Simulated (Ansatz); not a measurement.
Input file:

```
crystal:
  periodic: [false, false, false]
  atoms:
    - {symbol: O, position_ang: [-0.618773, -1.506062, -0.028751]}
    - {symbol: Mo, position_ang: [0.102702, 0.181604, -0.215230]}
    - {symbol: O, position_ang: [1.106967, 0.050362, 1.302725]}
    - {symbol: F, position_ang: [-1.238528, 0.386019, -1.478972]}
    - {symbol: F, position_ang: [0.659964, 1.839887, -0.794088]}
    - {symbol: Cl, position_ang: [-1.410597, 1.261538, 1.201038]}
    - {symbol: Cl, position_ang: [1.745638, -0.622637, -1.576377]}
    - {symbol: H, position_ang: [-1.273050, -1.885718, -0.626033]}
    - {symbol: H, position_ang: [0.925667, 0.294997, 2.215698]}
basis:
  gaussian: {orbitals: def2-TZVPP}
hamiltonian: {xc: pbe0, dispersion: d4}
output: {orbitals: {seedname: orbitals}}
```

Command:

```sh
ansatz run in.yaml --threads 4 --pin off --events-out ev --progress --plain --max-ram 11315MiB
```

Geometry: PBE0-D4/def2-TZVP; core potentials replace the inner electrons of Mo.

Level of theory: RKS PBE0-D4/def2-TZVPP (Ansatz).

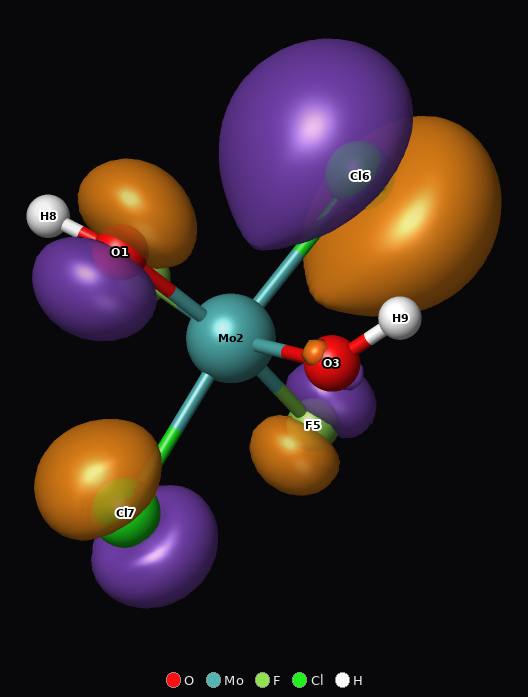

Cl₂F₂H₂MoO₂ (SMILES [OH][Mo]([OH])([F])([F])([Cl])[Cl]). The HOMO−1 at ±0.1 Å⁻³ᐟ² (orange and purple are the two phases), seen at a tilt.

> Where does this orbital lie, and at what energy?

By Hirshfeld shares it lies mainly on Cl6 (about 70 %), O1 (about 10 %) and Cl7 (about 10 %); largely a lone pair of Cl6. Its energy is −9.19 eV.
